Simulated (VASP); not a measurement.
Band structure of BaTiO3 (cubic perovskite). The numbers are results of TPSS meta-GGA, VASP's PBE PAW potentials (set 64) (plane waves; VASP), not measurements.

Unless said otherwise, spin-orbit coupling is left out, though it shifts the bands of the heavy elements here.

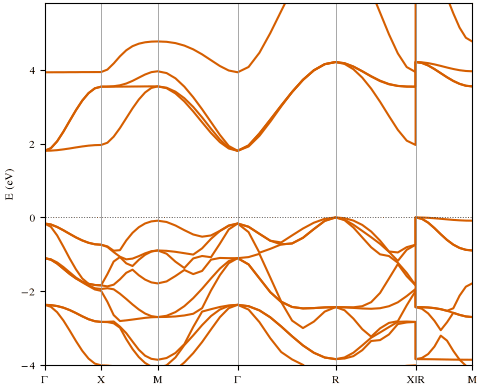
Figure. Bands along high-symmetry lines, zero at the valence-band maximum or, without a gap, the Fermi level

Question: Read the plot: is there a gap, and where are the band edges?

Answer: The gap is indirect, 1.81 eV, from the valence maximum at R to the conduction minimum at Γ.

Measured: gap 3.20 eV (computed value off by -1.39 eV), as given by Yu-ichiro Matsushita et al., Physical Review B (2011), arXiv:1104.2769.

The compound is BaTiO3 in the cubic perovskite structure, the ideal cubic form; the compound distorts at low or room temperature. It was relaxed first.
